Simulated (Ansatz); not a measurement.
## Electronic structure of F$_{3}$H$_{2}$NZr in real space

```tsv
atom	x (Å)	y (Å)	z (Å)
Zr	0.0069	-0.0054	0.0442
N	0.0112	-0.0103	2.0688
H	-0.7665	-0.2480	2.6623
H	0.7924	0.2326	2.6554
F	1.8297	0.0346	-0.5276
F	-0.9153	1.5359	-0.6211
F	-0.9565	-1.5394	-0.5699
```

Core potentials replace the inner electrons of Zr.

Computed with RHF/def2-SVP in Ansatz.

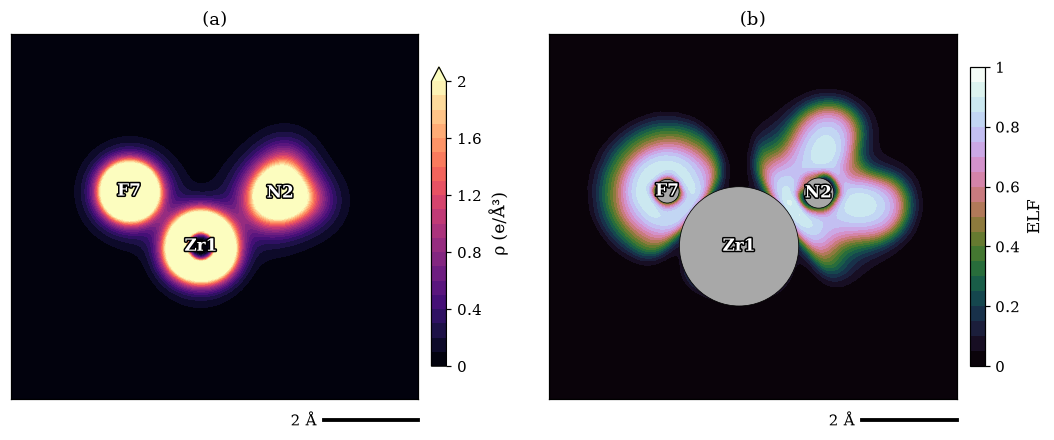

Figure 1. (a) electron density; (b) ELF on the plane of atoms N2, Zr1 and F7. Grey discs cover the atomic cores in the ELF map.

Q: Describe what can be read from this map.

A:
- The section cuts through Zr, N and F sites.
- Zr–F (1.91 Å): the density is about 0.87 e/Å³ at the midpoint; the ELF peaks at about 0.85 in the valence shell of F, 0.5 Å from its nucleus, and drops to about 0.20 between the two atoms.
- Zr–N (2.02 Å): the density is about 0.83 e/Å³ at the midpoint; the ELF peaks at about 0.90 in the valence shell of N, 0.7 Å from its nucleus, and drops to about 0.25 between the two atoms.

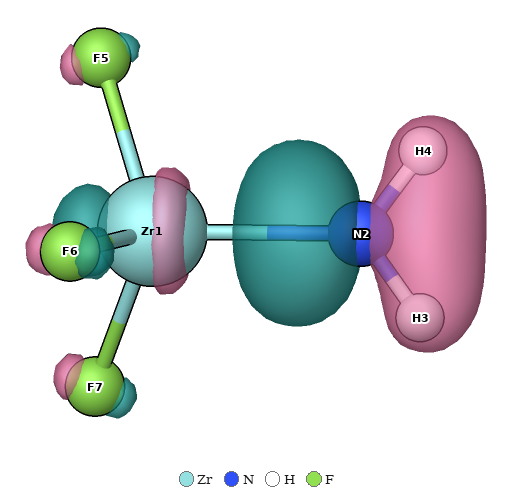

Figure 2. The HOMO−1 at ±0.2 Å⁻³ᐟ² (teal and pink are the two phases), seen across its widest extent.

Q: Describe this orbital and give its energy.

A: Its weight (Hirshfeld) is mainly on N2 (about 60 %), Zr1 (about 20 %), H3 (about 10 %) and H4 (about 5 %). Its energy is −15.29 eV.

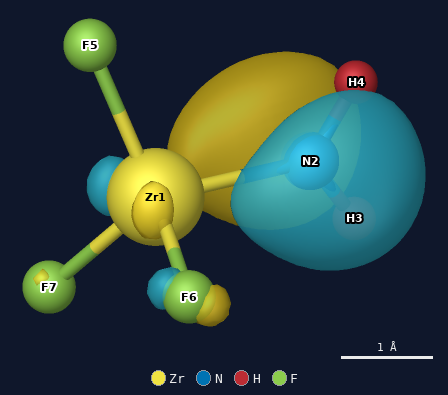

Figure 3. The HOMO at ±0.15 Å⁻³ᐟ² (yellow and cyan are the two phases), seen at a tilt.

Q: What is the character of this orbital?

A: By Hirshfeld shares it lies mainly on N2 (about 75 %) and Zr1 (about 15 %); largely a lone pair of N2. Its energy is −11.70 eV.
